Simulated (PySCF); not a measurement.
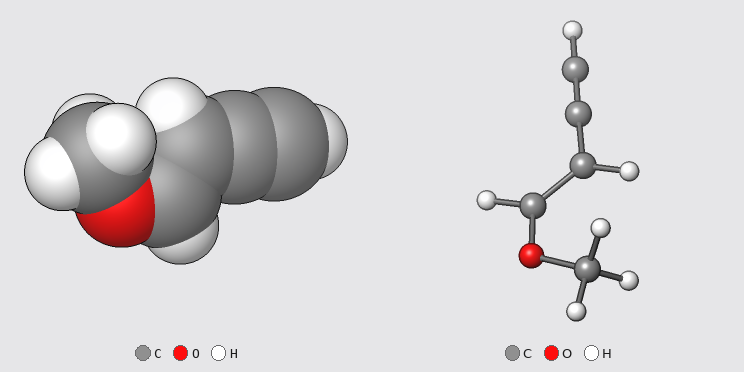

Both panels show the same species.

The geometry was computed by an optimisation with PBE0-D3(BJ)/def2-SVP. No frequency run is at hand to confirm it as a minimum.

**What is the molecular formula?**

C₅H₆O, 12 atoms: 5 carbon, 6 hydrogen and 1 oxygen.

**What is its SMILES?**

C#C/C=C/OC

**Which point group does it belong to?**

Cs.

**How many bonds of each kind are drawn?**

6 C–H, 3 C–C, 2 C–O.

More results for the same structure follow; atom numbers are the same in all pictures, views and colours differ.

**Shape**

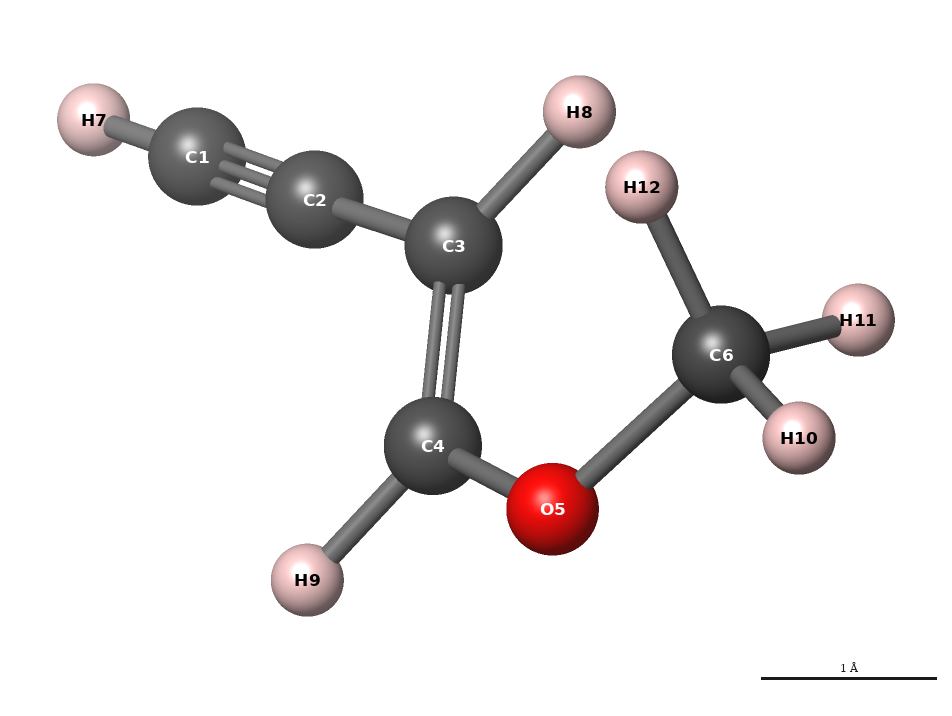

Atoms carry their numbers in the input. No frequency run is at hand to confirm it as a minimum.

Give these bond angles: C2–C1–H7, C1–C2–C3, C2–C3–C4, C2–C3–H8, C4–C3–H8, C3–C4–O5, C3–C4–H9, O5–C4–H9, C4–O5–C6, O5–C6–H10, O5–C6–H11.

```csv
angle,degrees
C2–C1–H7,179.6
C1–C2–C3,178.9
C2–C3–C4,121.8
C2–C3–H8,117.2
C4–C3–H8,121.0
C3–C4–O5,127.4
C3–C4–H9,121.2
O5–C4–H9,111.4
C4–O5–C6,118.2
O5–C6–H10,106.9
O5–C6–H11,111.3
```

**Excitation**

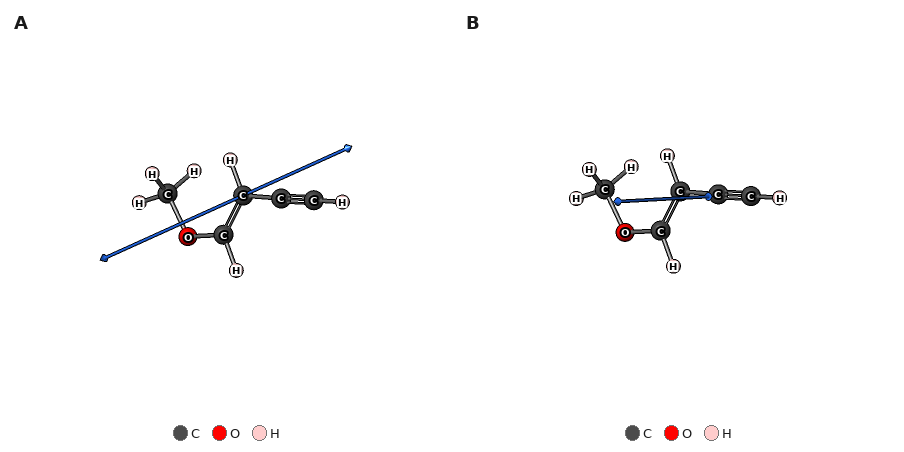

The double arrows show the directions of two transition dipoles from the ground state (lengths mean nothing). No frequency run is at hand to confirm it as a minimum. Level of theory: TDDFT ωB97X-D/def2-SVPD, vertical, gas phase, core orbitals frozen in the response (PySCF 2.14.0).

**One belongs to singlet state 6 and one to singlet state 7. Which is which?**

A: state 7, 7.33 eV (169 nm), oscillator strength 0.28, of mixed character, with the largest part HOMO−2 → LUMO (weight 0.34).
B: state 6, 7.29 eV (170 nm), oscillator strength 0.048, mainly HOMO → LUMO+3 (weight 0.61).

**Core levels**

No frequency run is at hand to confirm it as a minimum. Properties computed with delta-SCF UKS SCAN, pcX-2 on the ionised atom, pcseg-1 elsewhere, spin-free X2C (PySCF 2.14.0).

Give the core-electron binding energies (to vacuum) of C1 1s, C2 1s, C3 1s, C4 1s, O5 1s, C6 1s.

```csv
atom,level,binding energy (eV)
C1,1s,289.7
C2,1s,290.5
C3,1s,290.8
C4,1s,292.0
O5,1s,539.4
C6,1s,292.8
```

**NMR shielding**

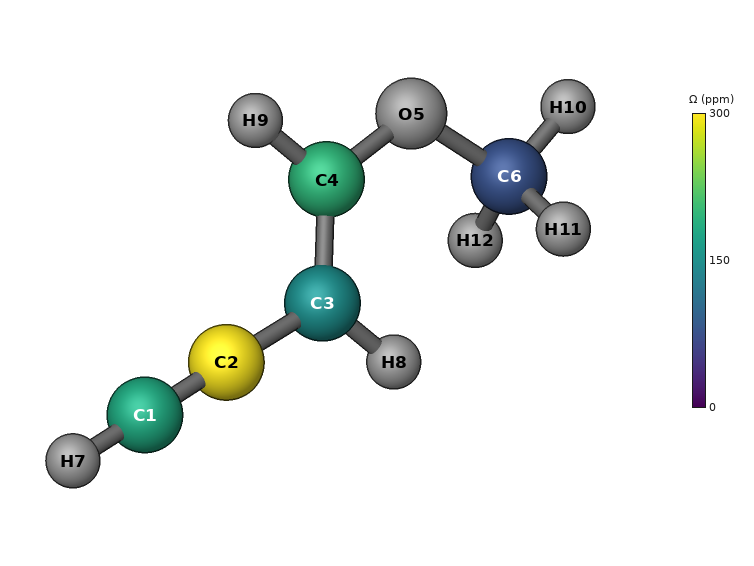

The C atoms are coloured by the span of their shielding tensor. No frequency run is at hand to confirm it as a minimum. Properties computed with GIAO PBE0/pcSseg-1 NMR shielding, non-relativistic, gas phase (PySCF 2.14.0). Principal shieldings σ11 ≤ σ22 ≤ σ33, span Ω = σ33 − σ11, skew κ = 3(σiso − σ22)/Ω.

**Which C atom has the most anisotropic shielding?**

C2, with a span of 299 ppm.

Give the shielding tensors of the C atoms.

| atom | σ11 | σ22 | σ33 | σiso | Ω | κ |
| --- | --- | --- | --- | --- | --- | --- |
| C1 | 30.6 | 54.7 | 214.3 | 99.9 | 183.7 | 0.74 |
| C2 | −1.2 | 9.5 | 297.3 | 101.9 | 298.5 | 0.93 |
| C3 | 17.5 | 111.7 | 166.1 | 98.4 | 148.6 | −0.27 |
| C4 | −97.3 | 44.7 | 100.4 | 15.9 | 197.7 | −0.44 |
| C6 | 100.2 | 113.2 | 177.2 | 130.2 | 77.0 | 0.66 |

Shieldings and span in ppm.
